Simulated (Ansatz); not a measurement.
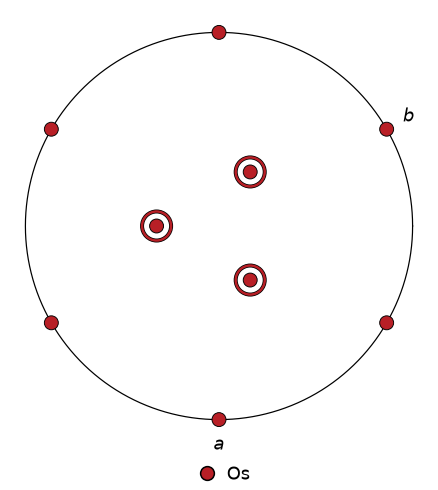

Crystal: Os, the input geometry of an electronic-structure calculation (not necessarily at equilibrium); the starting structure was generated, so it need not be a known form of this composition. Directions from one osmium atom at (1/3, 2/3, 1/4) to its bonded neighbours, in stereographic projection down c (filled: above the plane of the page or in it, open: below). The drawing is computed from the coordinates (standard cell, symmetry found to 0.002 Å).

Neighbours are counted up to 3.02 Å for Os.

```
Os
1.0
     2.72587    0.00000    0.00000
    -1.36294    2.36068    0.00000
     0.00000    0.00000    8.74784
Os
4
Direct
  0.00000 0.00000 0.00000
  0.00000 0.00000 0.50000
  0.33333 0.66667 0.25000
  0.66667 0.33333 0.75000
```

How many neighbours are there, and at what angles?

Answer. 12: 6 Os at 2.69 Å, 6 Os at 2.73 Å. Angles between bonds: 60° (18×), 61° (6×), 90° (12×), 109° (3×), 120° (18×), 146° (6×), 180° (3×).

What is the site's symmetry in the crystal?

Answer. Point group -6m2 (D3h), order 12: one −6 axis, three twofold axes, four mirror planes. In P6_3/mmc, No. 194 this is Wyckoff position 2c.
